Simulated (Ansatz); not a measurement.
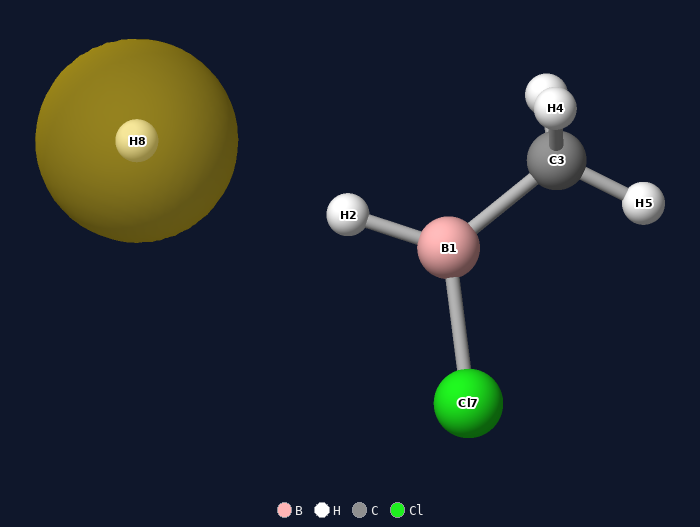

Figure 1: CH4BCl···H (doublet). Isosurfaces of the spin density (α minus β) at +0.03 (yellow) and −0.03 e/Å³ (cyan), seen across its widest extent.

The calculation used UKS BHLYP-D4/6-31G* (Ansatz 0.2.0).

```yaml
atoms:
  - { symbol: B, position_ang: [0.0182, 0.0016, -0.1724] }
  - { symbol: H, position_ang: [-0.0554, -0.1612, 0.9988] }
  - { symbol: C, position_ang: [1.3714, 0.0247, -0.9333] }
  - { symbol: H, position_ang: [1.7986, -0.9807, -0.8967] }
  - { symbol: H, position_ang: [1.3009, 0.3255, -1.9734] }
  - { symbol: H, position_ang: [2.0887, 0.6641, -0.4197] }
  - { symbol: Cl, position_ang: [-1.5167, 0.1834, -1.0127] }
  - { symbol: H, position_ang: [-0.1114, -0.0576, 3.5636] }
```

### Describe the spin distribution.

The unpaired spin (1 electron) lies mostly on H8 (about 1.0), in electrons by Hirshfeld's partition. Only one sign reaches the isovalue.
